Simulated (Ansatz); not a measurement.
```xyz
12

Al   -0.2327    0.8097   -1.4365
Al   -1.6284    0.1317    0.8986
F    -1.0675    1.3681   -2.7687
F     1.4276    0.6555   -1.4948
N    -0.7732    1.7556    0.1496
N    -1.0420   -0.7962   -0.7520
H     0.0024    2.1277    0.6997
H    -1.4078    2.5365   -0.0244
H    -3.2097    0.3050    0.8794
H    -0.7807   -0.3953    2.1374
H    -0.3865   -1.5653   -0.6049
H    -1.7974   -1.1644   -1.3320
```

Geometry: PBE0-D4/def2-SVP.

Method: isolated molecule in a Gaussian basis; Kohn-Sham density functional theory, functional PBE0 (Ansatz).

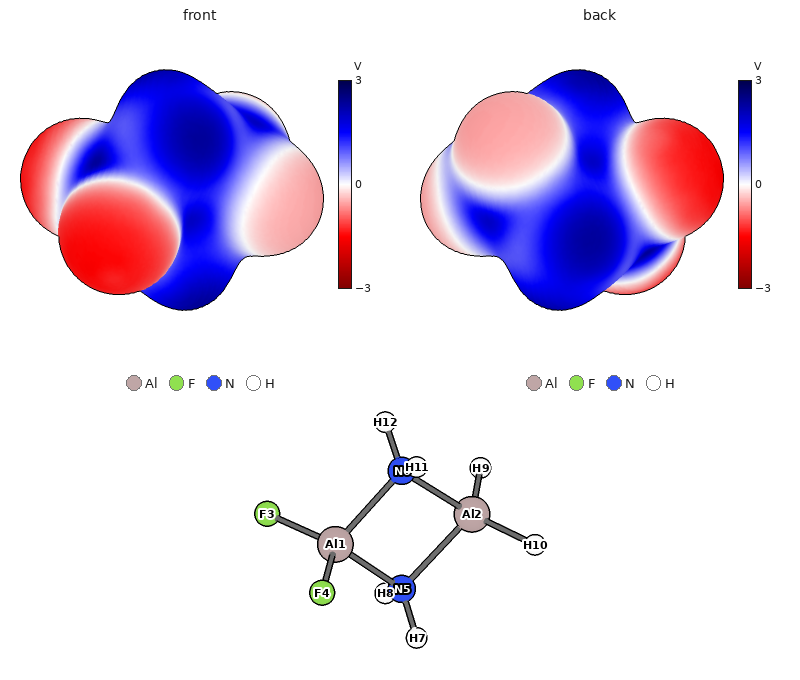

Al2F2H6N2. The molecular electrostatic potential painted on the density surface at 0.002 e/bohr³, seen from the front and from behind; the colour scale runs from red (negative) to blue (positive). The bare structure is drawn below in the same view.

Q: Where is the surface potential most negative and most positive?

A: The most negative region (about −1.5 V) lies over F3 and F4, the most positive (about +2.3 V) over the Al and H atoms.

Q: What dipole moment does the calculation give?

A: Its dipole moment is 1.79 D.
